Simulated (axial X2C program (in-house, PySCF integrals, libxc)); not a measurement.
# Relativistic diatomic calculation, with input and output: IRu⁺

IRu⁺. The reference is closed-shell IRu⁺; the roots are vertical excitation energies. The distance is the PBE0 minimum at charge 1. Computed at this level: EOM-EE-CCSD, two-component X2C with atomic mean-field Coulomb and Gaunt terms, I dyall-acv3z, Ru dyall-acv3z (cores contracted) (axial X2C program (in-house, PySCF integrals, libxc)).

**Log**
```
two-component X2C + atomic mean field  HF
basis functions 299  fitting functions 1421  grid points 5799
iter        total energy     max residual
   1     -11635.619864678     4.45e-01
   2     -11635.668879192     2.51e-02
   3     -11635.677475157     1.42e-01
   4     -11635.683847768     2.95e-02
   5     -11635.686834024     2.44e-02
   6     -11635.689740692     4.38e-02
   7     -11635.691587468     3.08e-02
   8     -11635.692750944     4.68e-03
   9     -11635.693216396     7.05e-03
  10     -11635.693334483     4.67e-03
  11     -11635.693377113     7.22e-04
  12     -11635.693394406     1.27e-03
  13     -11635.693402827     1.11e-03
  14     -11635.693408682     2.98e-04
  15     -11635.693413552     5.49e-04
  16     -11635.693416488     6.63e-04
  17     -11635.693417433     2.74e-04
  18     -11635.693417596     2.31e-05
  19     -11635.693417621     3.98e-05
  20     -11635.693417625     2.36e-05
  21     -11635.693417626     3.95e-06
  22     -11635.693417626     1.54e-06
converged
one-electron -16962.57210318  Coulomb 5144.85240045  exact exchange -312.43945687  xc functional 0.00000000  nuclear repulsion 501.03177258  atomic mean-field constant -6.56603061
correlated 14  virtual 390  natural virtual 88  E(MP2) -0.353158473  MP2 remainder -0.074260893
iter   CCSD correlation   residual
   1     -0.283338044   2.29e-01
   2     -0.295561089   1.64e-01
   3     -0.307908729   9.64e-02
   4     -0.312557875   6.33e-02
   5     -0.315396492   4.19e-02
   6     -0.317160161   3.07e-02
   7     -0.318357640   2.30e-02
   8     -0.319212810   1.68e-02
   9     -0.319672238   1.26e-02
  10     -0.319992620   9.81e-03
  11     -0.320207270   7.50e-03
  12     -0.320376838   5.68e-03
  13     -0.320493236   4.30e-03
  14     -0.320510757   3.43e-03
  15     -0.320582898   2.65e-03
  16     -0.320582014   1.94e-03
  17     -0.320583360   1.44e-03
  18     -0.320575495   1.14e-03
  19     -0.320558404   8.96e-04
  20     -0.320548139   7.17e-04
  21     -0.320532459   5.91e-04
  22     -0.320511723   4.81e-04
  23     -0.320500515   3.77e-04
  24     -0.320485299   3.10e-04
  25     -0.320477820   2.56e-04
  26     -0.320469596   2.18e-04
  27     -0.320463664   1.81e-04
  28     -0.320461392   1.47e-04
  29     -0.320458034   1.24e-04
  30     -0.320456419   1.03e-04
  31     -0.320455034   8.84e-05
  32     -0.320452952   7.44e-05
  33     -0.320452744   6.18e-05
  34     -0.320452230   5.28e-05
  35     -0.320452645   4.48e-05
  36     -0.320453352   3.68e-05
  37     -0.320453618   3.01e-05
  38     -0.320453983   2.51e-05
  39     -0.320454090   2.20e-05
  40     -0.320454168   1.86e-05
  41     -0.320454469   1.50e-05
  42     -0.320454610   1.26e-05
  43     -0.320454970   1.07e-05
  44     -0.320455266   8.97e-06
  45     -0.320455504   7.43e-06
  46     -0.320455670   6.11e-06
  47     -0.320455714   5.22e-06
  48     -0.320455766   4.55e-06
  49     -0.320455833   3.77e-06
  50     -0.320455851   3.28e-06
(T) -0.028622507293481415  T1 0.1273  D1 0.2902  max T2 0.136
EOM-EE-CCSD roots
2*Omega      energy/Eh   energy/eV  one-particle weight
    0      -0.02893175     -0.7873      0.963
    0       0.02370007      0.6449      0.901
    0       0.03551510      0.9664      0.876
    0       0.03839632      1.0448      0.826
    0       0.06276289      1.7079      0.027  not converged
    2      -0.01016061     -0.2765      0.905
    2       0.02078634      0.5656      0.915
    2       0.03055468      0.8314      0.833  not converged
    2       0.05395319      1.4681      0.777  not converged
    4       0.00586961      0.1597      0.803
    4       0.02281294      0.6208      0.916
    4       0.03685934      1.0030      0.807
    6       0.00926559      0.2521      0.796
```

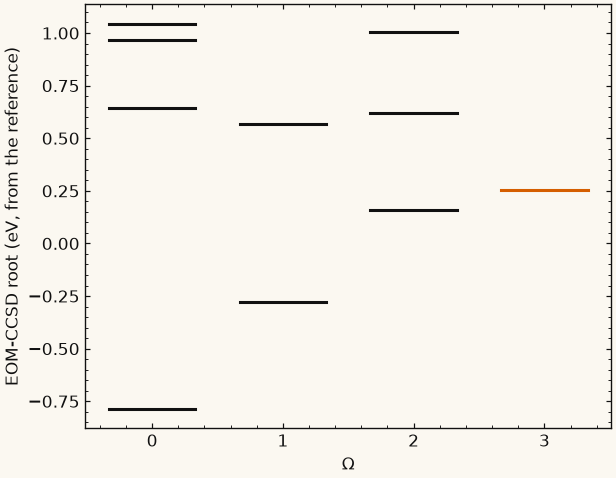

EOM-CCSD roots by Ω at 2.46 Å; roots whose one-particle weight is under 0.8 have the second colour. The lowest has Ω = 0 and lies at −0.787 eV, with one-particle weight 0.96. 1 of the 10 roots are less well described at this level.

**Input**
```
{"zs": [53, 44], "q": 1, "bas": ["dyall-acv3z", "dyall-acv3z"], "r0": 2.58, "eom": "ee", "thr": -2.0, "nmax": 88}
```

The line is the task of a batch: nuclear charges, charge, bases, a first guess of the distance and further settings. This report covers the levels named above. The log is that of the reference distance 2.463 Å.

The run was one of a batch that the task file lists, launched with:
```bash
python <driver script> task.json out
```

**Key numbers**

| quantity | value |
| --- | --- |
| outcome | converged |
| HF energy of the reference IRu⁺ | −11635.69342 hartree |
| MP2 energy of the reference IRu⁺ | −11636.04658 hartree |
| CCSD energy of the reference IRu⁺ (with the MP2 share of the virtual spinors left out of the coupled-cluster step) | −11636.08813 hartree |
| CCSD(T) energy of the reference IRu⁺ | −11636.11676 hartree |
| T1 diagnostic (spinor form; for a closed shell √2 times the usual value) | 0.127 |
| hardware | 1 thread of Arm Neoverse V2, 240 GiB of memory available, shared host |
| wall time | 1.7 min |
| peak memory | 0.91 GiB |

**Notes**

To bear in mind: some roots did not converge.
